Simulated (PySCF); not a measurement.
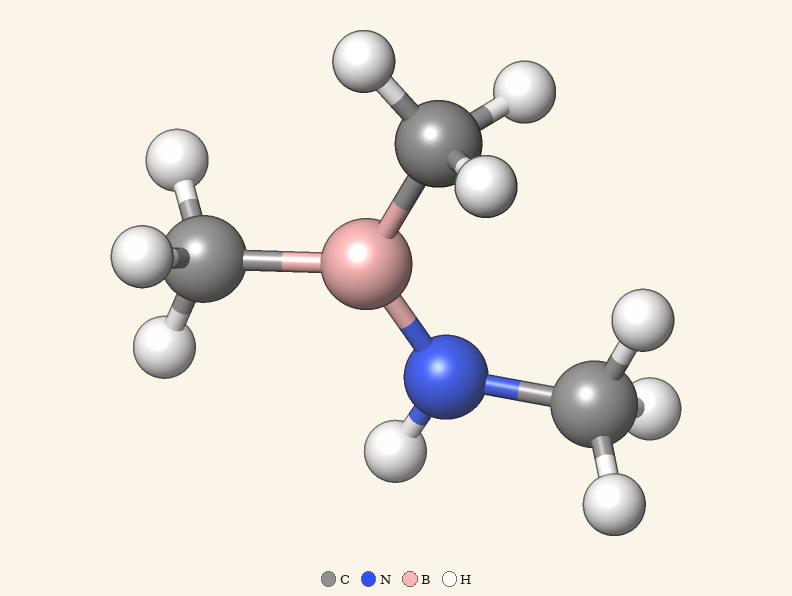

The geometry was computed by an optimisation with PBE0-D3(BJ)/def2-SVP. No frequency run is at hand to confirm it as a minimum.

Draw it as a skeletal formula.

SMILES: CNB(C)C

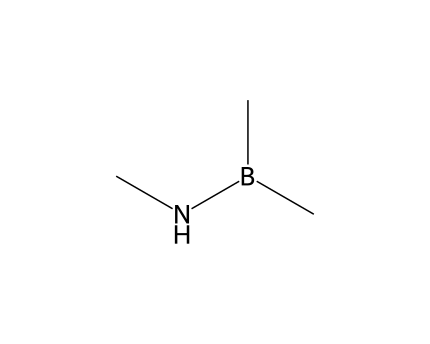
